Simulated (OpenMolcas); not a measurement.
Relativistic diatomic calculation: MgH⁺ (part 2 of 2)

Continued. System: MgH⁺. Method: SA-CASSCF(2,5)/XMS-CASPT2 + RASSI spin-orbit (X2C scalar, AMFI), ANO-RCC-VTZP (OpenMolcas).

**Output (extracts), continued**
```
++ Dipole transition strengths (SO states):
        for osc. strength at least   1.00000000E-05
      From   To        Osc. strength     Einstein coefficients Ax, Ay, Az (sec-1)    Total A (sec-1)
         1    5       3.21746574E-01  0.00000000E+00  0.00000000E+00  3.23665137E+08  3.23665137E+08
         1   15       5.50588123E-01  3.50542172E+09  9.44287239E+03  0.00000000E+00  3.50543116E+09
         1   16       5.50588201E-01  9.44287908E+03  3.50542353E+09  0.00000000E+00  3.50543298E+09
         2    6       2.78856107E-01  0.00000000E+00  0.00000000E+00  3.43394390E+08  3.43394390E+08
         2   10       7.90498331E-05  0.00000000E+00  0.00000000E+00  1.00608290E+05  1.00608290E+05
         2   11       2.50269357E-03  3.18628189E+06  5.71276308E+00  0.00000000E+00  3.18628760E+06
         2   12       2.50269426E-03  5.71278717E+00  3.18628751E+06  0.00000000E+00  3.18629322E+06
         3    7       1.39488709E-01  0.00000000E+00  0.00000000E+00  1.71772633E+08  1.71772633E+08
         3    8       1.39407552E-01  0.00000000E+00  0.00000000E+00  1.71672693E+08  1.71672693E+08
         3    9       1.25131479E-03  7.98032997E+05  7.94526793E+05  0.00000000E+00  1.59255979E+06
         3   10       1.25094931E-03  7.97828637E+05  7.94279349E+05  0.00000000E+00  1.59210799E+06
         3   11       1.93915043E-05  0.00000000E+00  0.00000000E+00  2.46881641E+04  2.46881641E+04
         3   12       1.93898147E-05  0.00000000E+00  0.00000000E+00  2.46860497E+04  2.46860497E+04
         3   13       1.25200333E-03  7.95501500E+05  7.99011244E+05  0.00000000E+00  1.59451274E+06
         3   14       1.25147333E-03  7.95143198E+05  7.98694550E+05  0.00000000E+00  1.59383775E+06
         4    7       1.39407554E-01  0.00000000E+00  0.00000000E+00  1.71672695E+08  1.71672695E+08
         4    8       1.39488708E-01  0.00000000E+00  0.00000000E+00  1.71772631E+08  1.71772631E+08
         4    9       1.25131478E-03  7.98032990E+05  7.94526786E+05  0.00000000E+00  1.59255978E+06
         4   10       1.25094933E-03  7.97828644E+05  7.94279356E+05  0.00000000E+00  1.59210800E+06
         4   11       1.93915046E-05  0.00000000E+00  0.00000000E+00  2.46881646E+04  2.46881646E+04
         4   12       1.93898144E-05  0.00000000E+00  0.00000000E+00  2.46860493E+04  2.46860493E+04
         4   13       1.25147333E-03  7.95164749E+05  7.98672999E+05  0.00000000E+00  1.59383775E+06
         4   14       1.25200333E-03  7.95479948E+05  7.99032795E+05  0.00000000E+00  1.59451274E+06
         5   15       2.10161925E-03  4.85720143E+06  1.30842430E+01  0.00000000E+00  4.85721451E+06
         5   16       2.10161690E-03  1.30843107E+01  4.85719902E+06  0.00000000E+00  4.85721210E+06
         6   11       1.11675385E-03  3.87771356E+02  6.95245009E-04  0.00000000E+00  3.87772051E+02
         6   12       1.11680392E-03  6.95339502E-04  3.87823652E+02  0.00000000E+00  3.87824347E+02
         7    9       5.53757090E-04  1.88282071E+02  3.34371167E-04  0.00000000E+00  1.88282405E+02
         7   10       5.51592936E-04  3.33238922E-04  1.87642411E+02  0.00000000E+00  1.87642745E+02
         7   13       5.62717989E-04  1.99318492E+02  3.77882585E-04  0.00000000E+00  1.99318870E+02
         7   14       5.65216398E-04  3.67134847E-04  2.00203457E+02  0.00000000E+00  2.00203824E+02
         8    9       5.51324286E-04  3.32905894E-04  1.87454899E+02  0.00000000E+00  1.87455232E+02
         8   10       5.54056925E-04  1.88480620E+02  3.34723752E-04  0.00000000E+00  1.88480955E+02
         8   13       5.65200804E-04  3.67125002E-04  2.00197936E+02  0.00000000E+00  2.00198303E+02
         8   14       5.62702397E-04  1.99312971E+02  3.77872742E-04  0.00000000E+00  1.99313349E+02
 Electric-quadrupole - electric-quadrupole not included
 Electric-dipole - electric-octupole not included
 Electric-dipole - magnetic-quadrupole not included
```

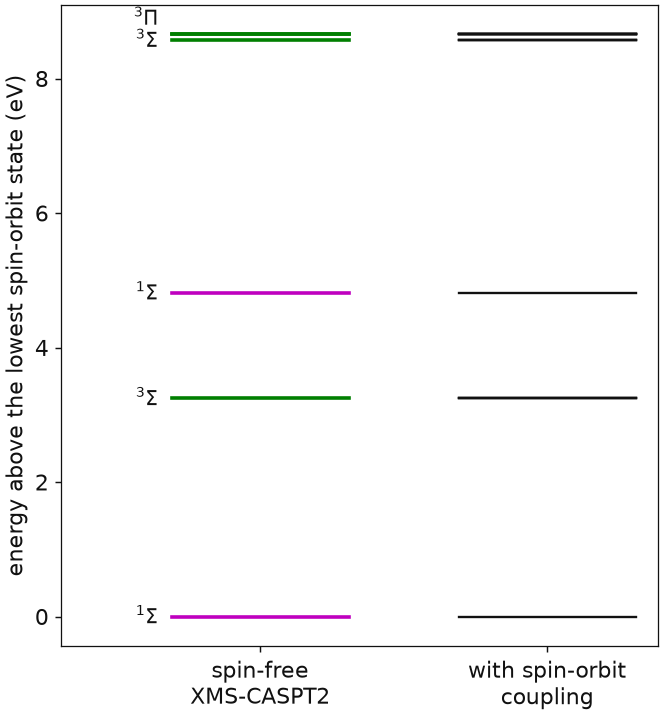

**Figure 1.** States up to 9.4 eV at 1.654 Å, without spin-orbit coupling (left, a colour for each spin multiplicity) and with it (right, where close levels merge). The spin-free states run ¹Σ (0.00 eV), ³Σ (3.25 eV), ¹Σ (4.81 eV), ³Σ (8.57 eV), ³Π (8.66 eV) from the lowest. The lowest spin-orbit levels have |Ω| = 0 (0 cm⁻¹), 0 (26,178 cm⁻¹), 1 (26,178 cm⁻¹), 0 (38,835 cm⁻¹), 0 (69,145 cm⁻¹).

**Summary**

| quantity | value |
| --- | --- |
| outcome | converged |
| lowest spin-free state | ¹Σ |
| lowest spin-orbit level | Ω = 0, −200.43002 hartree |
| next level | Ω = 0, 26,178 cm⁻¹ |
| hardware | 1 thread of Arm Neoverse V1, 24 GiB of memory available, shared host |
| wall time | 14 s |
